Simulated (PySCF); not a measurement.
The calculation's input:

```
{"job": {"kind": "nmr", "xc": "PBE0", "basis": "pcSseg-1"}, "charge": 0, "multiplicity": 1}
C     -1.156808    -1.941014     1.561346
N     -0.349493    -1.040023     1.240071
Si    -0.317510     0.171870     0.009553
Si    -1.665477    -0.024004    -1.878152
Si    -0.378070     2.132201     1.274198
C      1.503041     0.030477    -0.604271
C      2.546951    -0.552860     0.300402
O      1.757782     0.467868    -1.706655
H     -0.940805    -2.567598     2.422702
H     -2.090890    -2.155435     1.035223
H     -1.938710     1.278683    -2.489421
H     -2.975864    -0.578362    -1.499451
H     -1.133430    -0.916709    -2.909279
H     -1.002091     3.200679     0.488455
H     -1.166099     1.998822     2.501418
H      0.947132     2.615973     1.671825
H      2.290657    -1.592510     0.492456
H      2.520562    -0.030703     1.253963
H      3.539320    -0.488103    -0.141515
```

Launched as:

```sh
OMP_NUM_THREADS=1 python probes_run.py task.json out
```

Geometry: GFN2-xTB.

The calculation used PBE0/pcSseg-1, SCF density, gas phase, non-relativistic (PySCF).

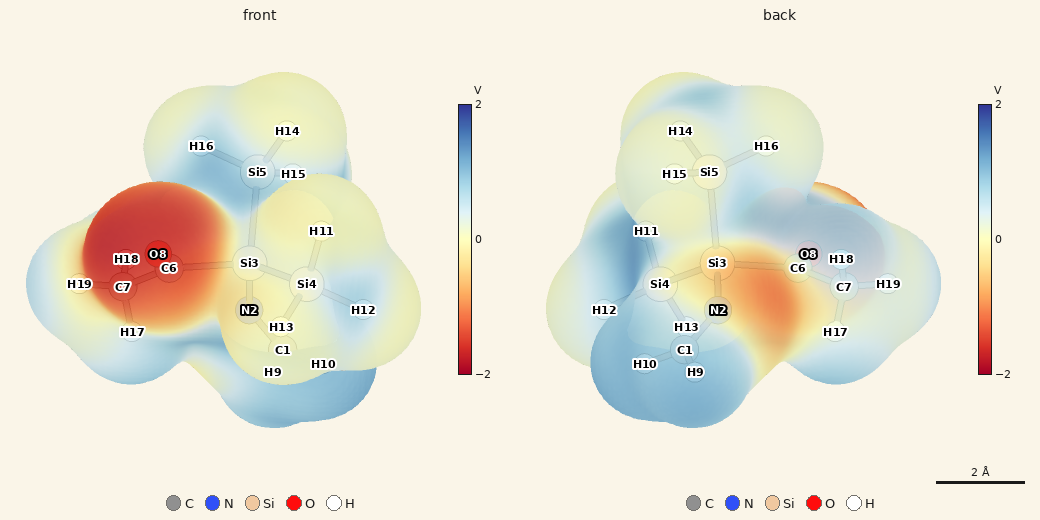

C₃H₁₁NOSi₃ (SMILES C=N[Si]([SiH3])([SiH3])C(C)=O). The molecular electrostatic potential painted on the density surface at 0.002 e/bohr³, seen from the front and from behind; the colour scale runs from red (negative) to blue (positive).

Q: Which sites attract a positive test charge, and which a negative one?

A: A positive charge is drawn to the negative regions and a negative charge to the positive ones. The most negative region (about −1.7 V) lies over O8, the most positive (about +1.3 V) over Si3, Si4 and Si5. O8 is the likeliest acceptor of a hydrogen bond.

Q: How polar is the molecule by this calculation?

A: Its dipole moment is 3.26 D.
